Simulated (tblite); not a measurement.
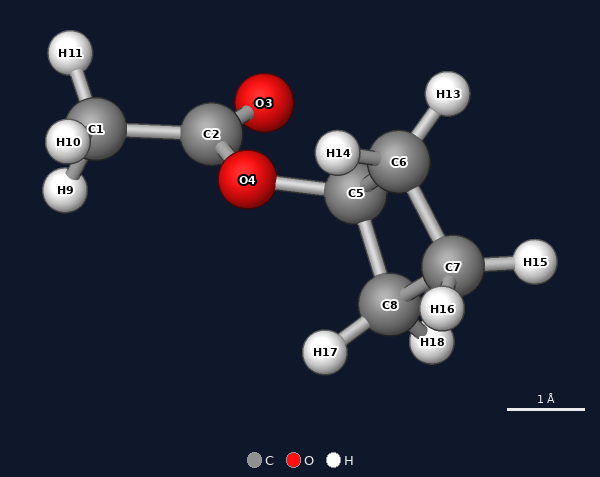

The structure as given in the input (ball-and-stick view, seen at a tilt; atoms are numbered from 1 in the order of the input). Bond lengths as drawn: C–C 1.51 to 1.54 Å, C–H 1.09 to 1.12 Å and C–O 1.20 to 1.42 Å.

**C$_{6}$H$_{10}$O$_{2}$: geometry relaxation**

C$_{6}$H$_{10}$O$_{2}$, SMILES CC(=O)OC1CCC1, computed with GFN2-xTB geometry optimisation, gas phase (tblite 0.8.0).

**What the program printed**
```
step      E/eV     max force
  0    -709.66757    0.837
  1    -709.68997    0.409
  2    -709.69777    0.254
  3    -709.69866    0.134
  4    -709.69911    0.092
  5    -709.69917    0.080
  6    -709.69924    0.029
  7    -709.69927    0.016
  8    -709.69928    0.013
  9    -709.69929    0.005
 10    -709.69929    0.005
 11    -709.69929    0.003
```

**Trajectory as extended XYZ (Å, eV, eV/Å), 12 frames, from step=0 to step=11**
```
18
Properties=species:S:1:pos:R:3:forces:R:3 step=0 energy=-709.66757
C     3.1490   -0.0038   -0.0515    0.5130   0.1220   0.0730
C     1.8172   -0.3463   -0.6684    0.0510   0.0110   0.0020
O     1.6709   -0.8712   -1.7401   -0.0070  -0.0060  -0.0060
O     0.8148    0.0247    0.1341    0.0050   0.0040   0.0050
C    -0.5222   -0.1954   -0.2965   -0.0010  -0.0020   0.0000
C    -1.4351   -0.8219    0.7681    0.0000  -0.0010  -0.0010
C    -2.4644    0.2897    0.5094    0.0000  -0.0010  -0.0010
C    -1.4104    1.0590   -0.3025    0.0010   0.0000   0.0010
H     3.5406    0.9099   -0.5577   -0.2400  -0.6810   0.4240
H     3.0230    0.1898    1.0305    0.1680  -0.1040  -0.6730
H     3.8614   -0.8390   -0.2347   -0.4870   0.6570   0.1750
H    -0.5033   -0.7339   -1.2474   -0.0020  -0.0010   0.0020
H    -1.7570   -1.8430    0.5790    0.0000   0.0000   0.0010
H    -0.9848   -0.7605    1.7561   -0.0010   0.0000  -0.0020
H    -3.3005   -0.0458   -0.0995    0.0000   0.0000   0.0000
H    -2.8473    0.7964    1.3916    0.0000   0.0010  -0.0030
H    -0.9511    1.8688    0.2596    0.0000   0.0000   0.0000
H    -1.7135    1.4229   -1.2811    0.0000   0.0010   0.0020
18
Properties=species:S:1:pos:R:3:forces:R:3 step=1 energy=-709.68997
C     3.1563   -0.0020   -0.0505   -0.0300   0.0060  -0.0210
C     1.8180   -0.3461   -0.6683    0.1010   0.0220   0.0150
O     1.6708   -0.8713   -1.7402    0.0140   0.0130   0.0340
O     0.8149    0.0248    0.1342    0.0470   0.0010  -0.0040
C    -0.5223   -0.1955   -0.2965    0.0050  -0.0020   0.0000
C    -1.4351   -0.8220    0.7681    0.0010   0.0000  -0.0010
C    -2.4644    0.2896    0.5094    0.0000  -0.0010  -0.0010
C    -1.4104    1.0590   -0.3025    0.0020  -0.0010   0.0010
H     3.5372    0.9002   -0.5517   -0.0780  -0.3290   0.2300
H     3.0254    0.1883    1.0208    0.1430  -0.0480  -0.3610
H     3.8545   -0.8296   -0.2322   -0.2020   0.3380   0.1060
H    -0.5033   -0.7339   -1.2474   -0.0020  -0.0010   0.0020
H    -1.7570   -1.8430    0.5790    0.0000  -0.0010   0.0010
H    -0.9849   -0.7606    1.7561   -0.0010   0.0000  -0.0010
H    -3.3005   -0.0458   -0.0995    0.0000   0.0000   0.0000
H    -2.8473    0.7964    1.3916    0.0000   0.0010  -0.0030
H    -0.9511    1.8688    0.2596    0.0000   0.0000   0.0000
H    -1.7135    1.4229   -1.2810    0.0000   0.0010   0.0020
18
Properties=species:S:1:pos:R:3:forces:R:3 step=2 energy=-709.69777
C     3.1565   -0.0016   -0.0509   -0.2370  -0.0610  -0.0680
C     1.8206   -0.3455   -0.6680   -0.0160   0.0020  -0.0130
O     1.6712   -0.8710   -1.7394    0.0330   0.0100   0.0230
O     0.8161    0.0248    0.1341    0.0280   0.0050   0.0020
C    -0.5221   -0.1955   -0.2965    0.0300   0.0020   0.0050
C    -1.4351   -0.8220    0.7681    0.0050   0.0010  -0.0010
C    -2.4644    0.2896    0.5094    0.0020  -0.0010  -0.0020
C    -1.4104    1.0589   -0.3025    0.0050  -0.0020   0.0010
H     3.5348    0.8906   -0.5451    0.0440  -0.0040   0.0380
H     3.0294    0.1869    1.0105    0.0750   0.0090  -0.0190
H     3.8484   -0.8198   -0.2292    0.0280   0.0400   0.0320
H    -0.5034   -0.7339   -1.2473    0.0010  -0.0010   0.0020
H    -1.7569   -1.8430    0.5790    0.0010  -0.0010   0.0000
H    -0.9849   -0.7606    1.7560   -0.0010   0.0000   0.0000
H    -3.3005   -0.0458   -0.0995    0.0000   0.0000  -0.0010
H    -2.8473    0.7964    1.3915    0.0000   0.0010  -0.0020
H    -0.9512    1.8688    0.2596    0.0000   0.0000   0.0010
H    -1.7135    1.4230   -1.2810    0.0010   0.0010   0.0010
18
Properties=species:S:1:pos:R:3:forces:R:3 step=3 energy=-709.69866
C     3.1534   -0.0024   -0.0518   -0.1250  -0.0300  -0.0390
C     1.8205   -0.3455   -0.6681   -0.0430   0.0040   0.0040
O     1.6717   -0.8709   -1.7390    0.0160  -0.0150  -0.0290
O     0.8165    0.0249    0.1341   -0.0020   0.0070   0.0050
C    -0.5217   -0.1955   -0.2964    0.0190   0.0040   0.0070
C    -1.4351   -0.8220    0.7681    0.0070   0.0010  -0.0020
C    -2.4644    0.2896    0.5093    0.0040  -0.0020  -0.0020
C    -1.4103    1.0589   -0.3025    0.0070  -0.0030   0.0010
H     3.5351    0.8895   -0.5438    0.0330   0.0060   0.0220
H     3.0308    0.1869    1.0091    0.0500   0.0110   0.0100
H     3.8482   -0.8182   -0.2285    0.0260   0.0160   0.0190
H    -0.5034   -0.7339   -1.2473    0.0040   0.0000   0.0030
H    -1.7569   -1.8430    0.5790    0.0020   0.0000   0.0000
H    -0.9849   -0.7606    1.7560   -0.0010   0.0000   0.0010
H    -3.3005   -0.0458   -0.0995    0.0000   0.0000  -0.0010
H    -2.8473    0.7964    1.3915    0.0000   0.0000  -0.0020
H    -0.9512    1.8688    0.2596    0.0000   0.0010   0.0010
H    -1.7135    1.4230   -1.2810    0.0020   0.0000   0.0020
18
Properties=species:S:1:pos:R:3:forces:R:3 step=4 energy=-709.69911
C     3.1496   -0.0034   -0.0531    0.0130   0.0070   0.0090
C     1.8193   -0.3453   -0.6681   -0.0520  -0.0350  -0.0670
O     1.6722   -0.8712   -1.7397   -0.0020   0.0070   0.0140
O     0.8166    0.0251    0.1343   -0.0250   0.0060   0.0050
C    -0.5210   -0.1954   -0.2962   -0.0060   0.0010   0.0020
C    -1.4348   -0.8219    0.7680    0.0060  -0.0010   0.0000
C    -2.4642    0.2895    0.5092    0.0050  -0.0010  -0.0020
C    -1.4100    1.0588   -0.3024    0.0060   0.0000   0.0000
H     3.5359    0.8887   -0.5424    0.0100   0.0010   0.0110
H     3.0328    0.1871    1.0084    0.0230   0.0070   0.0140
H     3.8484   -0.8167   -0.2275    0.0060   0.0050   0.0060
H    -0.5032   -0.7339   -1.2472    0.0070   0.0020   0.0060
H    -1.7569   -1.8430    0.5790    0.0030   0.0020  -0.0010
H    -0.9849   -0.7606    1.7561    0.0000   0.0000   0.0020
H    -3.3005   -0.0458   -0.0995    0.0020   0.0000   0.0000
H    -2.8473    0.7964    1.3914    0.0020  -0.0010  -0.0040
H    -0.9512    1.8689    0.2597    0.0000   0.0010   0.0020
H    -1.7134    1.4230   -1.2809    0.0030  -0.0010   0.0020
18
Properties=species:S:1:pos:R:3:forces:R:3 step=5 energy=-709.69917
C     3.1489   -0.0035   -0.0532    0.0210   0.0080   0.0090
C     1.8183   -0.3458   -0.6691   -0.0090   0.0180   0.0390
O     1.6724   -0.8712   -1.7396   -0.0240  -0.0340  -0.0680
O     0.8163    0.0252    0.1344   -0.0170  -0.0020  -0.0100
C    -0.5210   -0.1953   -0.2961   -0.0120   0.0020   0.0030
C    -1.4347   -0.8219    0.7680    0.0010  -0.0010   0.0010
C    -2.4642    0.2895    0.5092    0.0030  -0.0010  -0.0010
C    -1.4099    1.0588   -0.3024    0.0010   0.0010   0.0000
H     3.5362    0.8886   -0.5420    0.0040   0.0000   0.0080
H     3.0335    0.1873    1.0084    0.0140   0.0050   0.0100
H     3.8485   -0.8163   -0.2273    0.0000   0.0030   0.0040
H    -0.5031   -0.7339   -1.2471    0.0060   0.0010   0.0050
H    -1.7568   -1.8430    0.5790    0.0030   0.0010  -0.0010
H    -0.9849   -0.7606    1.7561    0.0000   0.0000   0.0020
H    -3.3005   -0.0458   -0.0995    0.0030   0.0000  -0.0010
H    -2.8473    0.7964    1.3913    0.0020  -0.0010  -0.0040
H    -0.9512    1.8689    0.2597    0.0010   0.0010   0.0020
H    -1.7134    1.4229   -1.2809    0.0030  -0.0010   0.0010
18
Properties=species:S:1:pos:R:3:forces:R:3 step=6 energy=-709.69924
C     3.1490   -0.0034   -0.0532    0.0100   0.0040   0.0060
C     1.8179   -0.3458   -0.6691   -0.0010   0.0020   0.0040
O     1.6721   -0.8715   -1.7402   -0.0190  -0.0100  -0.0200
O     0.8160    0.0253    0.1343   -0.0080  -0.0030  -0.0120
C    -0.5211   -0.1953   -0.2961   -0.0110   0.0000   0.0000
C    -1.4347   -0.8220    0.7680   -0.0010  -0.0010   0.0020
C    -2.4641    0.2895    0.5092    0.0010   0.0000   0.0000
C    -1.4099    1.0588   -0.3024   -0.0010   0.0020   0.0010
H     3.5364    0.8886   -0.5418    0.0030   0.0010   0.0060
H     3.0339    0.1874    1.0086    0.0110   0.0040   0.0080
H     3.8486   -0.8162   -0.2271   -0.0010   0.0020   0.0030
H    -0.5030   -0.7339   -1.2470    0.0040   0.0000   0.0030
H    -1.7567   -1.8430    0.5790    0.0030   0.0000  -0.0010
H    -0.9849   -0.7606    1.7561    0.0000   0.0000   0.0020
H    -3.3004   -0.0458   -0.0995    0.0030  -0.0010  -0.0010
H    -2.8473    0.7964    1.3913    0.0020  -0.0010  -0.0030
H    -0.9512    1.8689    0.2597    0.0010   0.0010   0.0010
H    -1.7133    1.4229   -1.2808    0.0030   0.0000   0.0000
18
Properties=species:S:1:pos:R:3:forces:R:3 step=7 energy=-709.69927
C     3.1490   -0.0033   -0.0530   -0.0020   0.0000   0.0010
C     1.8175   -0.3460   -0.6694    0.0070  -0.0030  -0.0080
O     1.6716   -0.8718   -1.7408   -0.0130   0.0030   0.0080
O     0.8156    0.0252    0.1340    0.0030  -0.0020  -0.0100
C    -0.5214   -0.1953   -0.2960   -0.0050  -0.0010  -0.0020
C    -1.4346   -0.8220    0.7680   -0.0030   0.0000   0.0030
C    -2.4640    0.2895    0.5091   -0.0010   0.0000   0.0000
C    -1.4098    1.0589   -0.3024   -0.0030   0.0020   0.0010
H     3.5366    0.8886   -0.5415    0.0020   0.0020   0.0040
H     3.0345    0.1876    1.0089    0.0070   0.0020   0.0030
H     3.8486   -0.8160   -0.2270    0.0000   0.0000   0.0020
H    -0.5028   -0.7339   -1.2468    0.0000  -0.0010   0.0000
H    -1.7566   -1.8429    0.5790    0.0020  -0.0010   0.0000
H    -0.9849   -0.7606    1.7562    0.0010   0.0000   0.0020
H    -3.3003   -0.0459   -0.0996    0.0020  -0.0010  -0.0010
H    -2.8472    0.7964    1.3912    0.0010   0.0000  -0.0010
H    -0.9511    1.8690    0.2598    0.0010   0.0000   0.0010
H    -1.7132    1.4229   -1.2808    0.0020   0.0010  -0.0010
18
Properties=species:S:1:pos:R:3:forces:R:3 step=8 energy=-709.69928
C     3.1490   -0.0033   -0.0530   -0.0030  -0.0010  -0.0010
C     1.8174   -0.3461   -0.6696    0.0060  -0.0030  -0.0070
O     1.6712   -0.8719   -1.7410   -0.0080   0.0040   0.0100
O     0.8155    0.0252    0.1338    0.0040   0.0000  -0.0050
C    -0.5216   -0.1953   -0.2961    0.0000  -0.0010  -0.0020
C    -1.4347   -0.8220    0.7681   -0.0020   0.0000   0.0020
C    -2.4640    0.2895    0.5091   -0.0020   0.0000   0.0010
C    -1.4099    1.0589   -0.3024   -0.0030   0.0010   0.0010
H     3.5367    0.8887   -0.5413    0.0010   0.0020   0.0020
H     3.0349    0.1877    1.0091    0.0040   0.0010   0.0010
H     3.8487   -0.8159   -0.2268    0.0000  -0.0010   0.0010
H    -0.5028   -0.7339   -1.2468   -0.0020  -0.0020  -0.0020
H    -1.7565   -1.8430    0.5790    0.0010  -0.0020   0.0000
H    -0.9849   -0.7606    1.7563    0.0000   0.0000   0.0010
H    -3.3002   -0.0459   -0.0996    0.0010  -0.0010  -0.0020
H    -2.8472    0.7964    1.3911    0.0000   0.0010   0.0000
H    -0.9511    1.8690    0.2598    0.0010   0.0000   0.0010
H    -1.7131    1.4229   -1.2808    0.0010   0.0010  -0.0010
18
Properties=species:S:1:pos:R:3:forces:R:3 step=9 energy=-709.69929
C     3.1489   -0.0033   -0.0529   -0.0010  -0.0010  -0.0010
C     1.8174   -0.3461   -0.6697    0.0010   0.0000  -0.0020
O     1.6708   -0.8720   -1.7410   -0.0020   0.0010   0.0050
O     0.8155    0.0252    0.1335    0.0030   0.0020   0.0000
C    -0.5217   -0.1953   -0.2961    0.0020   0.0000  -0.0010
C    -1.4347   -0.8220    0.7682    0.0000   0.0000   0.0000
C    -2.4640    0.2895    0.5091   -0.0010   0.0000   0.0000
C    -1.4099    1.0590   -0.3023   -0.0010   0.0000   0.0000
H     3.5368    0.8887   -0.5411    0.0000   0.0020   0.0010
H     3.0352    0.1878    1.0092    0.0010   0.0000  -0.0010
H     3.8487   -0.8159   -0.2267    0.0000  -0.0010   0.0010
H    -0.5028   -0.7339   -1.2468   -0.0040  -0.0020  -0.0030
H    -1.7565   -1.8430    0.5790    0.0010  -0.0010   0.0010
H    -0.9849   -0.7606    1.7563    0.0000   0.0000   0.0000
H    -3.3002   -0.0459   -0.0997    0.0000  -0.0010  -0.0020
H    -2.8471    0.7964    1.3911   -0.0010   0.0010   0.0010
H    -0.9511    1.8690    0.2599    0.0000  -0.0010   0.0010
H    -1.7130    1.4229   -1.2808    0.0010   0.0020  -0.0010
18
Properties=species:S:1:pos:R:3:forces:R:3 step=10 energy=-709.69929
C     3.1489   -0.0033   -0.0529    0.0010   0.0000  -0.0010
C     1.8175   -0.3461   -0.6698   -0.0010   0.0010   0.0010
O     1.6706   -0.8720   -1.7410   -0.0010   0.0000   0.0010
O     0.8155    0.0252    0.1334    0.0010   0.0020   0.0020
C    -0.5217   -0.1953   -0.2961    0.0020   0.0000  -0.0010
C    -1.4348   -0.8220    0.7682    0.0010   0.0000   0.0000
C    -2.4641    0.2895    0.5092   -0.0010   0.0000   0.0000
C    -1.4100    1.0590   -0.3023    0.0000   0.0000   0.0000
H     3.5368    0.8887   -0.5410    0.0000   0.0010   0.0010
H     3.0353    0.1878    1.0092    0.0010   0.0000  -0.0010
H     3.8487   -0.8159   -0.2267    0.0000  -0.0010   0.0000
H    -0.5029   -0.7340   -1.2468   -0.0040  -0.0020  -0.0020
H    -1.7564   -1.8430    0.5790    0.0010   0.0000   0.0010
H    -0.9849   -0.7606    1.7563    0.0000   0.0000   0.0000
H    -3.3001   -0.0460   -0.0997    0.0000  -0.0010  -0.0010
H    -2.8472    0.7964    1.3911   -0.0010   0.0010   0.0010
H    -0.9511    1.8690    0.2599    0.0000  -0.0010   0.0010
H    -1.7130    1.4230   -1.2809    0.0010   0.0010   0.0000
18
Properties=species:S:1:pos:R:3:forces:R:3 step=11 energy=-709.69929
C     3.1489   -0.0033   -0.0530    0.0020   0.0000  -0.0010
C     1.8175   -0.3461   -0.6698   -0.0020   0.0010   0.0020
O     1.6705   -0.8720   -1.7409    0.0000  -0.0010  -0.0020
O     0.8156    0.0252    0.1334   -0.0010   0.0020   0.0010
C    -0.5217   -0.1953   -0.2962    0.0000   0.0000   0.0000
C    -1.4347   -0.8220    0.7682    0.0010   0.0000  -0.0010
C    -2.4641    0.2895    0.5092    0.0000   0.0000   0.0000
C    -1.4100    1.0590   -0.3023    0.0010  -0.0010  -0.0010
H     3.5368    0.8888   -0.5410    0.0000   0.0010   0.0010
H     3.0354    0.1878    1.0091    0.0000  -0.0010  -0.0010
H     3.8487   -0.8159   -0.2267    0.0000  -0.0010   0.0000
H    -0.5030   -0.7340   -1.2469   -0.0030  -0.0010   0.0000
H    -1.7564   -1.8431    0.5790    0.0010   0.0000   0.0010
H    -0.9849   -0.7606    1.7564    0.0000   0.0000   0.0000
H    -3.3001   -0.0460   -0.0998    0.0000  -0.0010  -0.0010
H    -2.8472    0.7964    1.3911   -0.0010   0.0000   0.0000
H    -0.9511    1.8690    0.2599    0.0000  -0.0010   0.0000
H    -1.7130    1.4230   -1.2809    0.0000   0.0010   0.0000
```

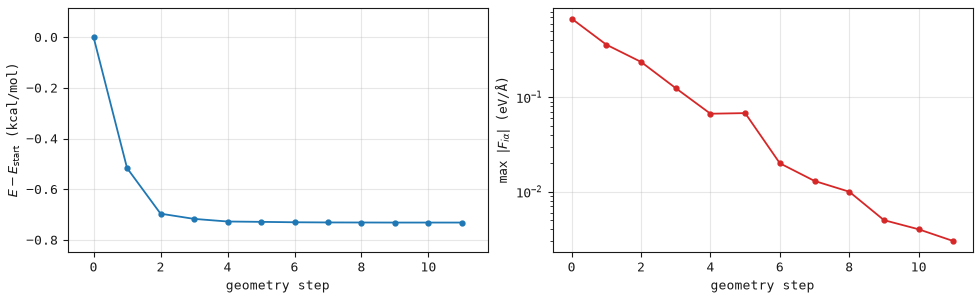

Progress of the relaxation, step by step (steps are counted from 0).

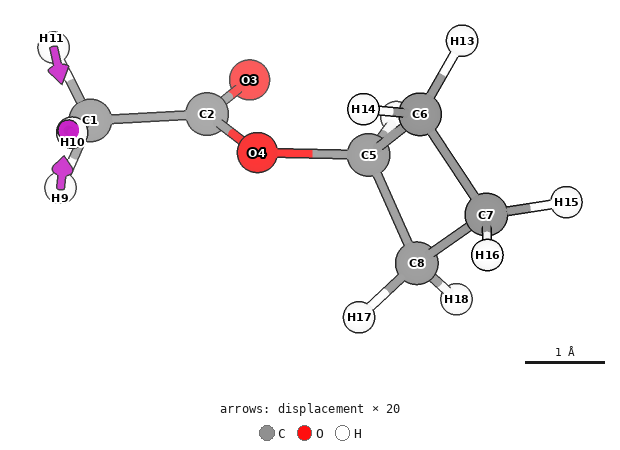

The starting structure with the displacements as pink arrows, magnified 20 times (ball-and-stick view, seen at a tilt). The two geometries are laid on each other by the best rigid fit. Over 11 geometry steps the energy falls by 0.73 kcal/mol. The largest force component goes from 0.68 to 0.003 eV/Å. The largest moves after the best rigid fit, 0.028 Å, are those of H9 and H11. Largest moves by element: H 0.028 Å, C 0.002 Å, O 0.001 Å. Among the contacts that change: C1–H9 1.116 → 1.088 Å, C1–H10 1.106 → 1.085 Å. (Atoms are counted from 1 in the order of the input.)

The run was set up as follows.

**The input**
```
{"job": {"xc": "GFN2-xTB", "basis": "xTB", "kind": "relax"}, "charge": 0, "multiplicity": 1}
C      3.149000    -0.003800    -0.051500
C      1.817200    -0.346300    -0.668400
O      1.670900    -0.871200    -1.740100
O      0.814800     0.024700     0.134100
C     -0.522200    -0.195400    -0.296500
C     -1.435100    -0.821900     0.768100
C     -2.464400     0.289700     0.509400
C     -1.410400     1.059000    -0.302500
H      3.540600     0.909900    -0.557700
H      3.023000     0.189800     1.030500
H      3.861400    -0.839000    -0.234700
H     -0.503300    -0.733900    -1.247400
H     -1.757000    -1.843000     0.579000
H     -0.984800    -0.760500     1.756100
H     -3.300500    -0.045800    -0.099500
H     -2.847300     0.796400     1.391600
H     -0.951100     1.868800     0.259600
H     -1.713500     1.422900    -1.281100
```

The first line tells a small driver script what to run in tblite; the rest is the geometry in Å.

Launched with:
```bash
OMP_NUM_THREADS=1 python <driver script> task.json out
```

**Results in brief**

- outcome: converged
- total energy: −709.6993 eV
- hardware: 1 CPU thread, shared host
- peak memory: 0.18 GiB
